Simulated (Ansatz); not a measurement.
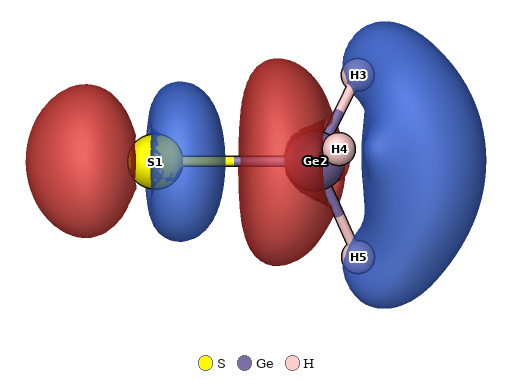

GeH₃S (SMILES [S][GeH3]) (doublet). One frontier orbital at ±0.1 Å⁻³ᐟ² (blue and red are the two phases), seen across its widest extent.

Computed with Ansatz 0.2.0, UKS PBE/def2-SVP.

Input file:

```
crystal:
  periodic: [false, false, false]
  atoms:
    - { symbol: S, position_ang: [1.4079, -0.3525, 1.5165] }
    - { symbol: Ge, position_ang: [-0.0957, 0.0095, -0.0973] }
    - { symbol: H, position_ang: [-1.0492, 1.2018, 0.2601] }
    - { symbol: H, position_ang: [0.7304, 0.3426, -1.4195] }
    - { symbol: H, position_ang: [-0.9436, -1.2751, -0.3012] }
magnetization:
  spin_polarized: true
  initial_magnetization: 1
basis:
  gaussian: { orbitals: def2-SVP }
hamiltonian:
  xc: pbe
relax:
  f_tol: 0.02
  max_steps: 40
output:
  orbitals: {}
```

Run with:

```sh
ansatz run input.yaml --threads 1 --pin off --max-ram 2048MiB --backend cpu --events-out ev --progress --plain --runs-dir out
```

The fields are those of the relaxed geometry.

Which orbital is it: HOMO (α) or LUMO (α)?

The LUMO (α), at −0.75 eV. By Hirshfeld shares it lies mainly on Ge2 (about 50 %), S1 (about 35 %), H3 (about 5 %) and H5 (about 5 %).
